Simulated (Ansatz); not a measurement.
# O2SSi (SMILES O=[Si]1OS1): what the fields show

The calculation's input:

```
crystal:
  periodic: [false, false, false]
  atoms:
    - {symbol: O, position_ang: [0.838873, -0.844032, 0.125498]}
    - {symbol: O, position_ang: [-2.029061, 0.056733, -0.077972]}
    - {symbol: S, position_ang: [1.330411, 0.965353, 0.022375]}
    - {symbol: Si, position_ang: [-0.513613, 0.070626, -0.004893]}
basis:
  gaussian:
    orbitals: def2-TZVPD
hamiltonian:
  xc: pbe0
output:
  forces: true
  orbitals: {seedname: orbitals}
```

Launched as:

```sh
ansatz run input.yaml --threads 1 --pin off --max-ram 2610MiB --events-out events.jsonl --progress --plain --runs-dir runs
```

Geometry: PBE0-D3(BJ)/def2-SVP.

Theory: isolated molecule in a Gaussian basis; Kohn-Sham density functional theory, functional PBE0 in Ansatz 0.2.0.

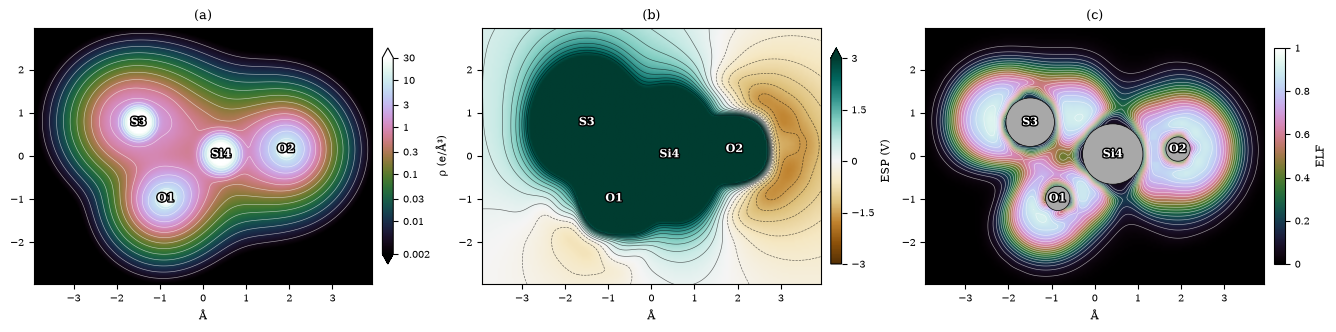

Figure 1. (a) total electron density; (b) molecular electrostatic potential; (c) ELF on the molecular plane. Grey discs cover the atomic cores in the ELF map.

Q: Describe what can be read from this map.

A: The plane passes through O, S and Si nuclei. Si–O (1.52 Å): ρ is about 1.5 e/Å³ halfway; the ELF peaks at about 0.80 between the atoms: a polar covalent bond. S–O (1.88 Å): ρ at the midpoint is about 0.94 e/Å³; the ELF peaks at about 0.75 between the atoms. Si–S (2.05 Å): ρ is about 0.85 e/Å³ halfway; the ELF peaks at about 0.80 between the atoms: localised, covalent bonding. Si–O (1.64 Å): ρ is about 1.2 e/Å³ halfway; the ELF peaks at about 0.85 between the atoms (a polar covalent bond). The ELF also peaks beside O1, O2 and S3, away from the bonds: lone-pair regions. Outside the dense part of the molecule the potential is most negative (−1.8 V) near O2.

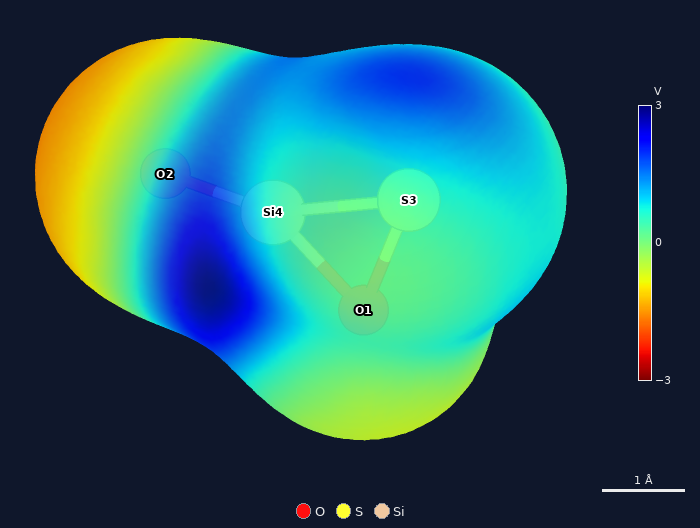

Figure 2. The molecular electrostatic potential painted on the density surface at 0.002 e/bohr³, seen at a tilt; red is negative and blue positive.

Q: Describe the electrostatic potential map.

A: The most negative region (about −1.6 V, or −37 kcal/mol for a unit charge) lies over O2, the most positive (about +2.9 V, or +67 kcal/mol for a unit charge) over Si4. O2 is the likeliest acceptor of a hydrogen bond.

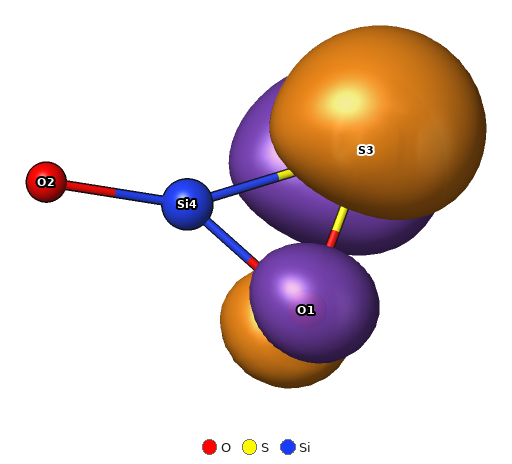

Figure 3. The HOMO at ±0.15 Å⁻³ᐟ² (orange and purple are the two phases), seen at a tilt.

Q: Describe this orbital and give its energy.

A: It lies mainly on S3 (about 70 %) and O1 (about 25 %); it changes sign across the molecular plane (π type); π-antibonding (a node) across O1–S3 and O1–Si4. Its energy is −8.20 eV.
